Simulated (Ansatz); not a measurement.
# What a tighter setting buys: vacuum between outermost atoms (Å), a (101) slab of Cu (cut from a parent of space group no. 225; 16 atoms in the cell)

Cell: a = 3.6075 Å, b = 5.1017 Å, c = 24.8537 Å, α = 90.00°, β = 90.00°, γ = 90.00°.

Method: PBEsol, PAW files made with PBE (plane waves; Ansatz, an electronic-structure program).

Base settings: kpoints.mp_grid.grid = 5 3 1; hamiltonian.xc = pbesol; hamiltonian.pseudopotentials = {kind: paw} (the program's default PAW files); scf.occupations.method = methfessel_paxton; scf.occupations.width = 0.05 eV.

Misses are taken against the tightest run, 28.0, which need not be fully converged itself. The energy is the free energy per atom.

The count of work is k-points × plane waves × bands × iterations; it is no time, and leaves out set-up, grids and terms that scale otherwise. Core times come from one kind of shared machine and are given to one figure; runs under 30 s give none.

The starting cell comes from a database of computed structures (which also holds hypothetical and non-ambient phases and stackings), without a prior relaxation at this level. The slab is cut from that crystal, and its faces are unrelaxed. Its lattice was rescaled in the plane by a random factor within 2.5 % of one. Spin polarisation is off. Without a gap this mesh is coarse (it stands for a supercell whose shortest in-plane vector is 15 Å).

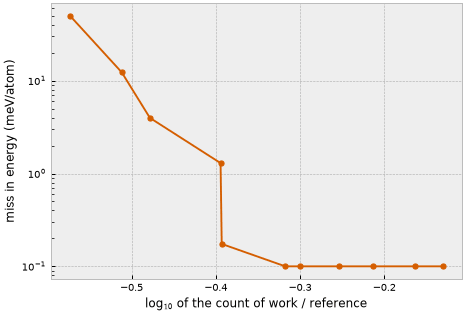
Figure. Miss against the count of work; the reference run is not drawn, and misses under 0.1 meV/atom are drawn there.

| vacuum between outermost atoms (Å) | energy less reference (meV/atom) | largest difference in the force on any atom (eV/Å) | count of work / reference | core time / reference (rough) |
|---|---|---|---|---|
| 3.0 | -50.38 | 0.679 | 0.27 | – |
| 4.0 | -12.31 | 0.214 | 0.31 | – |
| 5.0 | -3.98 | 0.076 | 0.33 | – |
| 6.0 | -1.29 | 0.047 | 0.40 | 0.4 |
| 8.0 | -0.17 | 0.006 | 0.40 | 0.4 |
| 10.0 | -0.03 | 0.001 | 0.48 | 0.5 |
| 12.0 | 0.00 | 0.000 | 0.50 | 0.5 |
| 15.0 | 0.00 | 0.000 | 0.61 | 0.6 |
| 16.0 | 0.00 | 0.000 | 0.56 | 0.8 |
| 18.0 | 0.00 | 0.000 | 0.69 | 0.7 |
| 22.0 | 0.00 | 0.000 | 0.74 | 0.8 |
| 28.0 | 0.00 | 0.000 | 1.0 | 1 |

Coarsest setting among those run that, with all tighter ones, holds the energy within 5 meV/atom of the reference: 5.0, off by 4.0 meV/atom; it needs 0.33 of the reference's count of work.

Coarsest setting among those run that, with all tighter ones, holds the energy within 1 meV/atom of the reference: 8.0, off by 0.17 meV/atom; it needs 0.40 of the reference's count of work and about 0.4 of the reference's time.

Keys are those of Ansatz 0.2.
